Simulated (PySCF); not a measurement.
Frequency calculation of AsH₃F₂

The run: frequency calculation of AsH₃F₂. Method and program: PBE0-D3(BJ)/def2-TZVPD harmonic vibrations by differences of gradients, gas phase (PySCF 2.14.0).

The geometry comes from this level: PBE0-D3(BJ)/def2-TZVPD.

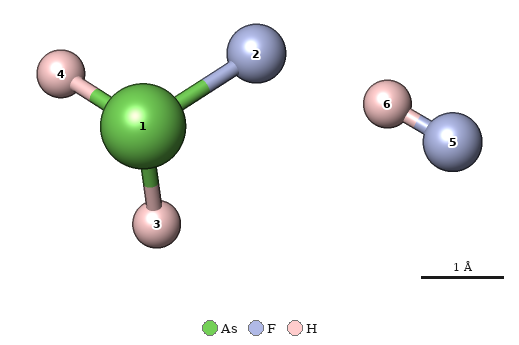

Fig. 1: The structure (ball-and-stick view, seen on its broad side; atoms are numbered from 1 in the order of the input).

Input file:
```
{"job": {"kind": "irdft", "xc": "PBE0", "basis": "def2-TZVPD", "disp": "d3bj", "grid": 3}, "charge": 0, "multiplicity": 1, "parts": [{"atoms": "0-3", "charge": 0, "multiplicity": 1}, {"atoms": "4-5", "charge": 0, "multiplicity": 1}]}
As    -0.508478     0.358341     0.612734
F      0.810289    -0.836130     0.664184
H     -1.319648    -0.405892    -0.432025
H      0.155832     1.201218    -0.474703
F      0.239098    -3.288526     1.477083
H      0.541285    -2.455509     1.187563
```

The first line tells a small driver script what to run in PySCF; the rest is the geometry in Å.

Machine: 1 CPU thread, shared host.

Run as:
```bash
OMP_NUM_THREADS=1 python <driver script> task.json out
```

Log:
```
coarse grid: 25352 points
cycle   1  E = -2436.9155936150  dE = -7.653e-01  |g| = 8.055e-01  |ddm| = 1.767e+00
cycle   2  E = -2436.7809079513  dE =  1.347e-01  |g| = 1.258e+00  |ddm| = 9.217e-01
cycle   3  E = -2437.0009136606  dE = -2.200e-01  |g| = 1.417e-01  |ddm| = 5.832e-01
cycle   4  E = -2437.0034858231  dE = -2.572e-03  |g| = 4.455e-02  |ddm| = 8.517e-02
cycle   5  E = -2437.0037449774  dE = -2.592e-04  |g| = 1.344e-02  |ddm| = 2.158e-02
cycle   6  E = -2437.0037647844  dE = -1.981e-05  |g| = 2.313e-03  |ddm| = 5.998e-03
cycle   7  E = -2437.0037655131  dE = -7.286e-07  |g| = 2.901e-04  |ddm| = 1.628e-03
final grid: 78376 points
cycle   8  E = -2437.0037182403  dE = -1.435e-07  |g| = 3.350e-04  |ddm| = 2.111e-03
cycle   9  E = -2437.0037182285  dE =  1.185e-08  |g| = 4.553e-04  |ddm| = 4.922e-04
cycle  10  E = -2437.0037182582  dE = -2.971e-08  |g| = 6.667e-05  |ddm| = 2.467e-04
cycle  11  E = -2437.0037182589  dE = -7.262e-10  |g| = 1.167e-05  |ddm| = 4.356e-05
```

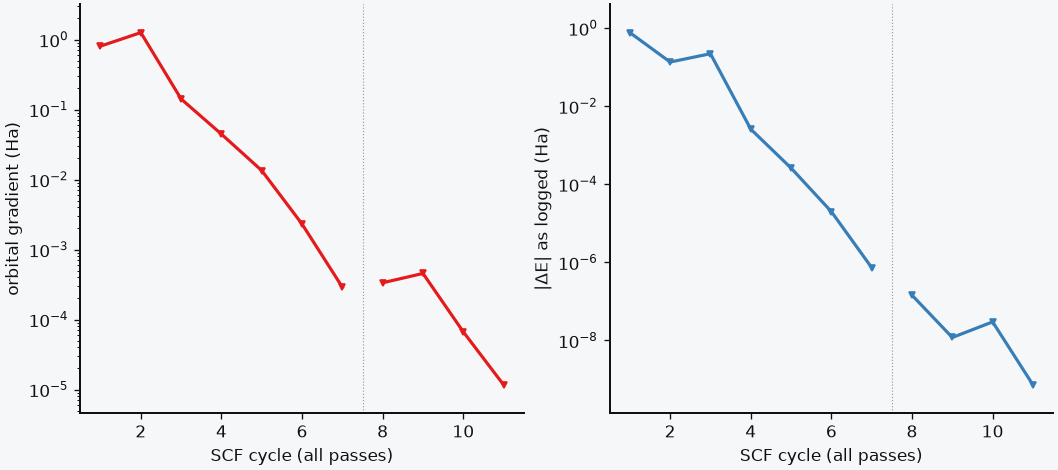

Fig. 2: Convergence of the self-consistent field: orbital gradient and size of the energy change against the SCF cycle. The dotted line marks the change from a coarse to the final integration grid. The first 7 cycles use a coarse grid, the final grid takes over at cycle 8, and the field converges after 11 cycles in all.

```
converged SCF energy = -2437.0037182589

mode    cm-1     km/mol
  1      24.1      3.61
  2      36.9      1.49
  3     196.1     13.72
  4     554.6    101.28
  5     605.1    143.80
  6     625.1    125.79
  7     794.4      8.86
  8     826.3      9.90
  9    1002.0     19.60
 10    2193.5     88.28
 11    2208.0     97.85
 12    3887.7    728.14
```

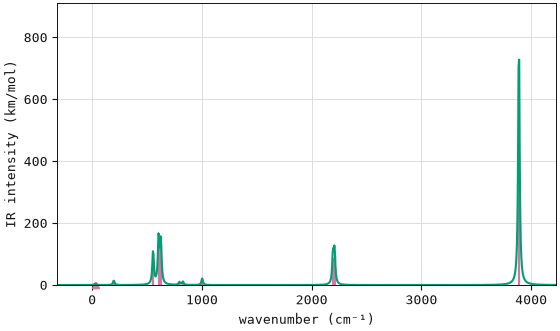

Fig. 3: Harmonic infrared spectrum, unscaled: sticks (degenerate modes added up, dark ones marked on the axis) with a Lorentzian envelope of 16 cm⁻¹ full width, scaled to the tallest stick. 12 modes from 24 to 3888 cm⁻¹, none imaginary. The strongest line is at 3888 cm⁻¹ (728 km/mol). All modes, in cm⁻¹ (km/mol): 24 (3.6), 37 (1.5), 196 (13.7), 555 (101), 605 (144), 625 (126), 794 (8.9), 826 (9.9), 1002 (19.6), 2194 (88), 2208 (98), 3888 (728).

Results in brief:

| quantity | value |
| --- | --- |
| outcome | converged |
| total energy | −2437.003718 hartree |
| wall time | 9.9 min |
| peak memory | 0.78 GiB |
